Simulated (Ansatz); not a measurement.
Geometry relaxation, with input and output: C$_{2}$H$_{6}$O (part 2 of 2)

Continued. System: C$_{2}$H$_{6}$O (disordered cell, 36 atoms in the cell). Method: DFT PBE-D3(BJ), scalar-relativistic, plane waves, PAW, no spin polarisation (Ansatz 0.2.0); cutoff 420 eV, 1×1×1 k-mesh, Fermi–Dirac smearing of 0.05 eV. It belongs to a series of runs on one base structure; here: start relaxed.

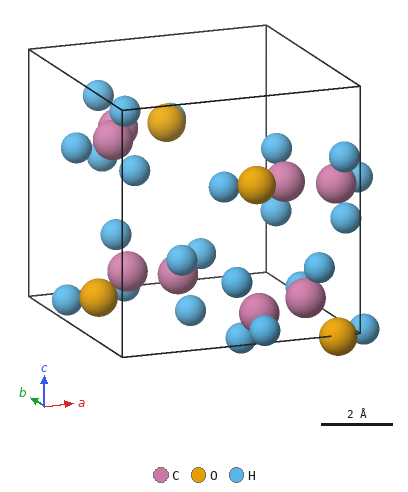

The geometry at step 5 of the log (spheres-only view of the cell of the calculation, seen slightly off an axis).

Log, continued:
```
relax step  10: F+E_penalty+E_count = -4662.80557985 eV  Δ(F+E_penalty+E_count) = -5.198e-2 eV  max|allowed force component| = 2.071e-1 eV/Å  Δτ_max = 0.1958 Å  (9 SCF iters, accepted)
NSCF: frozen V_eff on 1 k-points
the band table was solved once a step of the walk had ended and its energy, with any forces and stress, was formed, with the checks that follow a solve (519 applications of the Hamiltonian). They found nothing against the state; the energy, forces and stress were not computed again (output.eigenvalues in the input reference)
WARN: The input density's exchange-correlation potential varies sharply where the density is thin. Do not read a vacuum level from v_tot or v_xc, or from such a field of the output density. On a cell that repeats whose density bears no net charge and no dipole along the vacuum's axis use v_es (v_loc + v_h of the components); under efield.dipole_correction with no amplitude use v_es + v_field, which holds any external_charges[].barrier, or the levels of the report's work_function block, which leave it out; under a non-zero efield.amplitude the vacuum is tilted and has no level; on a cell that repeats and bears such a dipole with no correction it is tilted too, and efield.dipole_correction with no amplitude gives each side of its ramp a level where efield: is served; in a cell that repeats whose density bears a net charge (total_charge, or a fill off its count) it is curved and has none; of a slab under crystal.periodic whose density bears no net charge use v_es, which has a level on each side, short of where the two are joined; of another it falls or rises all the way out and has none; of a slab beside external_charges read slab_vacuum_level instead, which it has where they leave it neutral. The grid or the basis barely resolves most such structure, and the values can differ between equally converged runs; as a rule a tighter scf.convergence.dr2_threshold does not remove it. Where the density itself ripples (under the LDA too) a higher basis.ecutwfc lessens it. The files hold the spikes' plane waves up to the density's cutoff. Files: v_tot and the like, and their columns of v_z.tsv (output.write_potential); v_xc and the like, and their columns of v_comp_z.tsv (output.write_potential_components); where files of the output density stand in their place, no point of their own thin density is over the threshold below, and this is of outcome.potential() and, of a run that writes arrays (npy), the arrays of these names. Measured: with its Gaussian average of σ = 0.25 Å subtracted twice, the exchange-correlation potential is over 0.1 eV at 111 of the grid points where the equally averaged density (valence and model cores) is under 1e-3 e/Å³, and 1.51 eV at the most among them, at an averaged density of 9.1e-4 e/Å³. See output.write_potential in the manual, Limitations
Free energy (F): -4662.805580 eV
Harris-Foulkes:  -4662.805580 eV  (|F-HF|=8.72e-9)
Internal energy: -4662.805580 eV  (E = F + TS)
E sigma→0 (E₀):  -4662.805580 eV
Fermi energy:    0.351374 eV
--- Per-component energies (eV) ---
  E_band       = -688.987013
  E_kinetic    = 1762.046282
  E_local      = -5589.709855  (includes V_loc(G=0)·N_el)
  E_nonlocal   = 448.664070
  E_hartree    = 2016.729169
  E_xc         = -893.533865
  E_vxc        = -1127.830017  (∫ρ·V_xc dr)
  E_paw        = -1441.846575  (= ΣΔE_a)
  E_vpaw       = -215.594519  (= ΣTr[D̂ρ^β])
  E_aug_tail   = -0.022303  (compensation charges beyond the density's cutoff)
  E_ewald      = -963.832677
  E_disp       = -1.299825  (pairwise vdW)
  E_smearing   = -0.000000  (= −TS)
  E_closure    = -0.000000  (closes the sum)
  Σ components = -4662.805580   (vs F -4662.805580, Δ=0.00e0)
--- Forces (eV/Å), atoms counted from 1 ---
  atom   1  C     -0.00740148     0.03567978     0.02799323
  atom   2  C      0.02030771    -0.00417608    -0.02379926
  atom   3  O     -0.03676103    -0.01629874    -0.03740799
  atom   4  H     -0.02772906    -0.00245507     0.03326446
  atom   5  H      0.01157663    -0.03583274     0.04567126
  atom   6  H      0.01318256    -0.00391527    -0.02428708
  atom   7  H      0.06009531    -0.00200987     0.01077301
  atom   8  H     -0.00556436    -0.00602812    -0.00516866
  atom   9  H      0.02640373     0.04155409    -0.08672448
  atom  10  C     -0.07668083    -0.03069170     0.01498552
  atom  11  C      0.10390064     0.00074075     0.00404305
  atom  12  O     -0.01127037     0.03088069    -0.00595381
  atom  13  H     -0.00271312    -0.01190740     0.00635549
  atom  14  H     -0.00768740    -0.05357087    -0.06042167
  atom  15  H      0.00308680    -0.02078781     0.07253761
  atom  16  H     -0.00382703    -0.00996337     0.01453277
  atom  17  H     -0.01869867     0.05946364    -0.09693671
  atom  18  H     -0.02383202     0.08011755     0.07453828
  atom  19  C     -0.00160784    -0.06815659     0.01135442
[...]
  atom  20  C     -0.14749178     0.00022082    -0.15206116
  atom  21  O      0.16660114     0.17803818     0.20706935
  atom  22  H      0.06227859    -0.11905877     0.00026122
  atom  23  H      0.02351730    -0.01075042    -0.03232288
  atom  24  H     -0.08145096    -0.10980353     0.08899257
  atom  25  H     -0.10530326    -0.04690226    -0.07563205
  atom  26  H      0.04603165     0.06980069    -0.05481285
  atom  27  H     -0.02431375    -0.00638953     0.08210722
  atom  28  C      0.01211656    -0.01363274     0.02996057
  atom  29  C      0.01052666    -0.04373493    -0.06170830
  atom  30  O     -0.03225304     0.08138656     0.04098539
  atom  31  H      0.01322115    -0.00306582    -0.02106184
  atom  32  H     -0.00732911     0.00456845     0.00663952
  atom  33  H      0.01391704     0.00465225    -0.02510354
  atom  34  H      0.01647109    -0.00098367    -0.03049206
  atom  35  H      0.01030048    -0.00304652    -0.00061102
  atom  36  H      0.00840831     0.03603758     0.02239332
  max |Σ_I F_I| component: 4.71e-5 eV/Å
--- Band table (eV) ---
  k-point 0: bands = ["-21.8698", "-21.8468", "-21.0724", "-21.0308", "-14.7652", "-14.7162", "-14.6292", "-14.4533", "-11.2246", "-11.1969", "-11.0011", "-10.9344", "-9.0805", "-9.0073", "-8.5862", "-8.5131", "-7.7081", "-7.5065", "-7.3755", "-7.1004", "-6.2960", "-6.1179", "-5.9225", "-5.7629", "-5.5470", "-5.4270", "-5.3620", "-5.2354", "-5.1100", "-4.9944", "-4.8087", "-4.6118", "-4.4323", "-4.2519", "-3.9085", "-3.6397", "-2.7343", "-2.6770", "-2.0663", "-1.9699", "2.6659", "3.4921", "3.9750", "4.4033", "4.7317", "4.7966", "5.1879", "5.3233", "5.8522", "6.0453", "6.1648", "6.3207", "6.4623", "6.5824", "6.8704", "7.0254", "7.1301", "7.4120", "7.5393", "7.7312", "7.9176", "8.1178", "8.3900", "8.5087", "8.7032", "8.8941", "8.9262", "9.0016", "9.3179", "9.4893", "9.5783", "9.6458", "9.8025", "10.1593", "10.3429", "10.4190"]
--- Relaxed structure (10 steps of the walk, 10 accepted, 0 SCFs on fresh bases) ---
  F+E_penalty+E_count = -4662.80557985 eV   max|allowed force component| = 2.071e-1 eV/Å
  atoms:
    - { symbol: C, position: [0.32522508210882356, 0.8382749388610714, 0.6346343102662317] }
    - { symbol: C, position: [0.41456605406201624, 1.0249059045222784, 0.6111001909981804] }
    - { symbol: O, position: [0.6079479190353381, 1.002099977981017, 0.6044179445136856] }
    - { symbol: H, position: [0.6622211711637108, 1.1238035579209031, 0.5864267295724369] }
    - { symbol: H, position: [0.36349437717630423, 1.090839152947308, 0.48384067534131014] }
    - { symbol: H, position: [0.3747052592414052, 1.1158884528468769, 0.7265619865059271] }
    - { symbol: H, position: [0.1751370573893289, 0.848470789554361, 0.6246611609964805] }
    - { symbol: H, position: [0.3732780487898028, 0.7457612537934167, 0.5259599841638604] }
    - { symbol: H, position: [0.35760715108596247, 0.7764292658337997, 0.767939246446365] }
    - { symbol: C, position: [1.0307201215878592, 0.3874319512975903, 0.5650127967972324] }
    - { symbol: C, position: [0.8589334758613009, 0.4969683949533667, 0.5238482407575109] }
    - { symbol: O, position: [0.7013345678424664, 0.38020676341074905, 0.5504296148898707] }
    - { symbol: H, position: [0.5929087125552263, 0.45429153335712985, 0.530672968817771] }
    - { symbol: H, position: [0.8490753432433219, 0.6169989540641344, 0.6158030494913546] }
    - { symbol: H, position: [0.8616850402723681, 0.54708167023583, 0.3806537387753298] }
    - { symbol: H, position: [1.1510921579072724, 0.47587025938946215, 0.5497039831366353] }
    - { symbol: H, position: [1.0285662442531587, 0.3348827839900539, 0.706573255370943] }
    - { symbol: H, position: [1.0448727664530113, 0.2705147634531933, 0.47050860998619787] }
    - { symbol: C, position: [0.3972133573374903, 0.5866622820554943, 0.15790351295063168] }
    - { symbol: C, position: [0.25135344499451584, 0.7334279016040673, 0.13722965941347148] }
    - { symbol: O, position: [0.10907170380969546, 0.669255817829656, 0.017082003258364332] }
    - { symbol: H, position: [0.03125831961042218, 0.7775301282314644, -0.006051945233470776] }
    - { symbol: H, position: [0.1929646250533642, 0.7697531189681918, 0.2720521636220741] }
    - { symbol: H, position: [0.3161843092244126, 0.8592684327288356, 0.08039326935400867] }
    - { symbol: H, position: [0.5106014654583311, 0.6365372532427506, 0.2447056785661197] }
    - { symbol: H, position: [0.33899263561711807, 0.46171018790486984, 0.2203194765800829] }
    - { symbol: H, position: [0.45473330212298135, 0.5497585810050343, 0.023307155962329105] }
    - { symbol: C, position: [0.6734680245471067, 0.12503800836830334, 0.07695264411869003] }
    - { symbol: C, position: [0.8778047012792318, 0.12921065807756954, 0.11272150422032945] }
    - { symbol: O, position: [0.9701096367213855, 0.026098513663179706, -0.030283866607094662] }
    - { symbol: H, position: [1.0920841990785155, 0.07703789154933796, -0.04390099406738261] }
    - { symbol: H, position: [0.9295370137391489, 0.27126907387963045, 0.11253423514637713] }
    - { symbol: H, position: [0.9085192571431014, 0.06736923564217297, 0.24746795207122366] }
    - { symbol: H, position: [0.6007386447168851, 0.18640905548647294, 0.19360810665809106] }
    - { symbol: H, position: [0.6393314127319139, 0.2001089794224089, -0.04868956110835811] }
    - { symbol: H, position: [0.6265053967857027, -0.01731428807198198, 0.06081051826719059] }
```

Trajectory as extended XYZ (Å, eV, eV/Å), 3 of the 10 frames kept, from step=1 to step=10:
```
36
Lattice="7.2936 0.0000 0.0000 0.0000 7.2936 0.0000 0.0000 0.0000 7.2936" Properties=species:S:1:pos:R:3:forces:R:3 step=1 energy=-4661.65204
C     2.2225    6.1574    4.9298   -0.0967   0.0813   0.0457
C     2.7338    7.5802    4.9376    0.3964  -0.3083  -0.1574
O     4.1396    7.5198    5.1743   -0.2700  -0.0586  -0.4400
H     4.4770    8.4306    5.1810    0.2666  -0.0878  -0.2421
H     2.5179    8.0654    3.9751   -0.0351   0.1408  -0.1672
H     2.2277    8.1600    5.7225   -0.1358   0.1723   0.1891
H     1.1439    6.1357    4.7518   -0.1564  -0.0573  -0.0200
H     2.7203    5.5857    4.1441    0.0725  -0.0868  -0.1192
H     2.4304    5.6802    5.8894   -0.1068  -0.1119  -0.1722
C     7.5693    2.6747    3.2848    0.1531   0.1249   0.0944
C     6.3810    3.6077    3.3417    0.3129  -0.1777   0.2025
O     5.2082    2.7951    3.3303   -0.3794   0.0355   0.4549
H     4.4389    3.3870    3.3667    0.1761  -0.0414   0.0522
H     6.4249    4.2216    4.2526   -0.0460   0.1007   0.0925
H     6.3943    4.2906    2.4804   -0.0362   0.1069  -0.1963
H     8.5050    3.2402    3.2907    0.0122   0.0361  -0.0289
H     7.5587    2.0031    4.1456   -0.0203  -0.1117   0.1706
H     7.5281    2.0721    2.3754    0.1787   0.0248   0.0092
C     3.7534    4.3059    1.0366   -0.1843   0.4296  -0.0153
C     2.5972    5.2801    1.0359    0.0772  -0.2684   0.1153
O     1.4185    4.5325    0.7395   -0.3026   0.1160  -0.0491
H     0.6697    5.1511    0.7370    0.0114  -0.0592  -0.0855
H     2.5151    5.7709    2.0161   -0.0384   0.0581   0.0578
H     2.7640    6.0650    0.2846   -0.0873  -0.1223   0.1226
H     4.6920    4.8207    1.2590    0.0451   0.0215  -0.0010
H     3.5897    3.5321    1.7892   -0.1034  -0.1139  -0.1260
H     3.8383    3.8259    0.0598    0.0501  -0.1116  -0.1049
C     4.2917    0.8930    0.6442    0.1550   0.1634   0.4003
C     5.7638    1.0683    0.9413   -0.4518   0.0898  -0.0498
O     6.4828    0.5328   -0.1687    0.5455  -0.2820  -0.2317
H     7.4306    0.6413    0.0138   -0.0806   0.0843  -0.0847
H     5.9970    2.1331    1.0839   -0.0011  -0.0186  -0.0965
H     6.0275    0.5434    1.8705    0.0109  -0.0510   0.1442
H     3.6831    1.2864    1.4628    0.0214   0.0122   0.1352
H     4.0303    1.4220   -0.2744   -0.0821   0.0358   0.1990
H     4.0608   -0.1657    0.5113    0.1301   0.2342  -0.0982
36
Lattice="7.2936 0.0000 0.0000 0.0000 7.2936 0.0000 0.0000 0.0000 7.2936" Properties=species:S:1:pos:R:3:forces:R:3 step=5 energy=-4662.45059
C     2.1274    6.1176    4.6990    0.0536   0.0486  -0.0010
C     2.8136    7.4736    4.6474    0.0847  -0.0482   0.0329
O     4.2208    7.2631    4.7192    0.0925   0.2659  -0.0840
H     4.6820    8.1235    4.5950   -0.2077  -0.2514   0.0225
H     2.5399    8.0024    3.7158    0.0060  -0.0110  -0.0245
H     2.4610    8.1080    5.4884    0.0409  -0.0294  -0.0367
H     1.0429    6.2125    4.5483    0.0456   0.0063  -0.0117
H     2.5379    5.4728    3.9117   -0.0276   0.0171  -0.0012
H     2.2918    5.6143    5.6563   -0.0146   0.0172  -0.0294
C     7.6405    2.7495    3.7107   -0.0497   0.0030   0.0035
C     6.4120    3.6326    3.6681   -0.0110  -0.0070  -0.0220
O     5.2342    2.8194    3.8805   -0.2194   0.2852  -0.0790
H     4.4697    3.4129    3.7489    0.2499  -0.2597   0.0939
H     6.4695    4.4134    4.4474   -0.0267  -0.0510  -0.0268
H     6.3446    4.1397    2.6862    0.0099  -0.0611   0.0820
H     8.5396    3.3725    3.6631   -0.0060  -0.0023   0.0397
H     7.6620    2.1623    4.6393    0.0135   0.0503  -0.0049
H     7.6653    2.0607    2.8568   -0.0175   0.0148   0.0827
C     3.4242    4.3590    1.0499    0.0595  -0.0787  -0.0547
C     2.2538    5.3134    1.0047   -0.1720   0.0624   0.0486
O     1.0956    4.6193    0.5167   -0.0220   0.1339  -0.0340
H     0.3984    5.2820    0.3521    0.1296  -0.0097  -0.0060
H     2.0637    5.7250    2.0093   -0.0634  -0.0310  -0.0943
H     2.4976    6.1614    0.3437   -0.0167  -0.0264   0.0527
H     4.3199    4.8663    1.4380   -0.0976  -0.0360   0.0001
H     3.2033    3.4938    1.6923   -0.0334   0.0450  -0.0193
H     3.6591    3.9765    0.0441   -0.0256   0.0317   0.0955
C     4.5526    0.8979    0.6407   -0.0343   0.0649  -0.0199
C     6.0303    1.0431    0.9096    0.0172  -0.0164  -0.0015
O     6.7655    0.3692   -0.1377    0.6779   0.1878   0.1413
H     7.6867    0.7089   -0.0890   -0.5567  -0.2238  -0.1039
H     6.3109    2.1096    0.9439    0.0342  -0.0441  -0.0178
H     6.2754    0.5979    1.8908    0.0108  -0.0039  -0.0341
H     3.9885    1.2075    1.5285   -0.0032  -0.0086  -0.0034
H     4.2345    1.5085   -0.2126    0.0478  -0.0128   0.0072
H     4.3122   -0.1444    0.4093    0.0310  -0.0210   0.0093
36
Lattice="7.2936 0.0000 0.0000 0.0000 7.2936 0.0000 0.0000 0.0000 7.2936" Properties=species:S:1:pos:R:3:forces:R:3 step=10 energy=-4662.80558
C     2.3721    6.1141    4.6288   -0.0074   0.0357   0.0280
C     3.0237    7.4753    4.4571    0.0203  -0.0042  -0.0238
O     4.4341    7.3089    4.4084   -0.0368  -0.0163  -0.0374
H     4.8300    8.1966    4.2772   -0.0277  -0.0025   0.0333
H     2.6512    7.9562    3.5290    0.0116  -0.0358   0.0457
H     2.7330    8.1389    5.2993    0.0132  -0.0039  -0.0243
H     1.2774    6.1884    4.5560    0.0601  -0.0020   0.0108
H     2.7226    5.4393    3.8362   -0.0056  -0.0060  -0.0052
H     2.6083    5.6630    5.6011    0.0264   0.0416  -0.0867
C     7.5177    2.8258    4.1210   -0.0767  -0.0307   0.0150
C     6.2647    3.6247    3.8208    0.1039   0.0007   0.0040
O     5.1153    2.7731    4.0146   -0.0113   0.0309  -0.0060
H     4.3245    3.3134    3.8705   -0.0027  -0.0119   0.0064
H     6.1928    4.5002    4.4914   -0.0077  -0.0536  -0.0604
H     6.2848    3.9902    2.7763    0.0031  -0.0208   0.0725
H     8.3956    3.4708    4.0093   -0.0038  -0.0100   0.0145
H     7.5020    2.4425    5.1535   -0.0187   0.0595  -0.0969
H     7.6209    1.9730    3.4317   -0.0238   0.0801   0.0745
C     2.8971    4.2789    1.1517   -0.0016  -0.0682   0.0114
C     1.8333    5.3494    1.0009   -0.1475   0.0002  -0.1521
O     0.7955    4.8813    0.1246    0.1666   0.1780   0.2071
H     0.2280    5.6710   -0.0441    0.0623  -0.1191   0.0003
H     1.4074    5.6143    1.9842    0.0235  -0.0107  -0.0323
H     2.3061    6.2672    0.5864   -0.0815  -0.1098   0.0890
H     3.7241    4.6427    1.7848   -0.1053  -0.0469  -0.0756
H     2.4725    3.3675    1.6069    0.0460   0.0698  -0.0548
H     3.3167    4.0097    0.1700   -0.0243  -0.0064   0.0821
C     4.9120    0.9120    0.5613    0.0121  -0.0136   0.0300
C     6.4024    0.9424    0.8221    0.0105  -0.0437  -0.0617
O     7.0756    0.1904   -0.2209   -0.0323   0.0814   0.0410
H     7.9653    0.5619   -0.3202    0.0132  -0.0031  -0.0211
H     6.7797    1.9785    0.8208   -0.0073   0.0046   0.0066
H     6.6264    0.4914    1.8049    0.0139   0.0047  -0.0251
H     4.3816    1.3596    1.4121    0.0165  -0.0010  -0.0305
H     4.6630    1.4595   -0.3551    0.0103  -0.0030  -0.0006
H     4.5695   -0.1263    0.4435    0.0084   0.0360   0.0224
```

Summary:

- outcome: converged
- electrons treated: 80
- free energy: −4662.8056 eV
- Fermi energy: 0.351 eV
- gap on the k-point mesh: 4.64 eV
- final volume: 388.00 Å³
- largest force (length of the vector) at the end: 0.320 eV/Å
- hardware: 1 thread of Intel Xeon (Sapphire Rapids), 10 GiB of memory available, shared host
- wall time: 18 s
- peak memory: 0.46 GiB

Remarks:

The program warns: the exchange-correlation potential is rough where the density is thin. The input asks for low accuracy. The k-point mesh is coarse for a cell of this size, so the results may not be converged.
